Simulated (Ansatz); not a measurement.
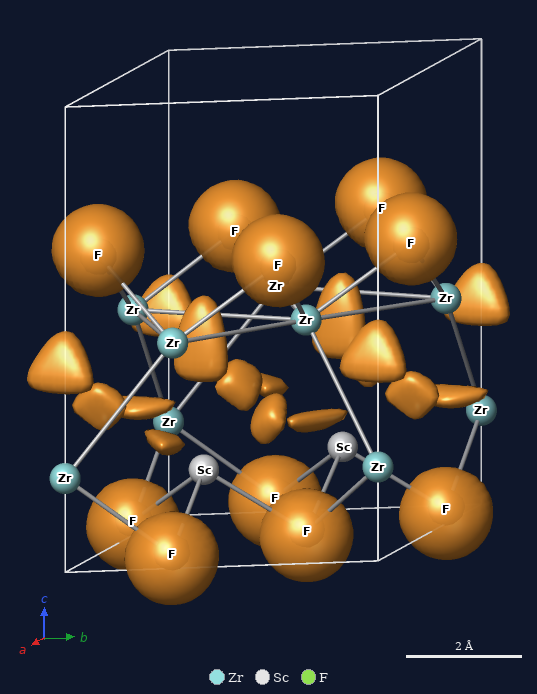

The picture shows: Zr₂ScF₃. Isosurface of the electron localisation function at 0.7 (orange), seen slightly off an axis. Core shells and regions of very low density are left out. Sticks mark near contacts.

Space group P31m; a generated structure, not necessarily the stable one; changed on purpose from its base cell (volume × 1.03, shape and atoms relaxed).

All numbers below come from Ansatz, DFT PBE, scalar-relativistic, plane waves, PAW.

```
Zr Sc F
1.0
     5.58192    0.00000    0.00000
    -2.79096    4.83409    0.00000
     0.00000    0.00000    8.29813
Zr Sc F
4 2 6
Direct
  0.00000 0.00000 0.20182
  0.34372 0.00000 0.48411
  0.00000 0.34372 0.48411
  0.65628 0.65628 0.48411
  0.66667 0.33333 0.17192
  0.33333 0.66667 0.17192
  0.00000 0.34095 0.03027
  0.34095 0.00000 0.03027
  0.65905 0.65905 0.03027
  0.00000 0.68059 0.64373
  0.68059 0.00000 0.64373
  0.31941 0.31941 0.64373
```

> Where are the electrons localised?

At this value the surface marks out six regions wrapped around F (the valence shell of each) and nine pockets between the atoms, centred on no nucleus (multi-centre or interstitial), counted in one cell of 12 atoms. Regions shared between cells count once.

Values along the shortest contacts:
Sc–F (2.18 Å): the ELF peaks at about 0.80 in the valence shell of F, 0.6 Å from its nucleus, and drops to about 0.05 between the two atoms: no localised pair shows between them. Zr–F (2.28 Å): the ELF is about 0.10 at the midpoint: no localised pair shows between them.
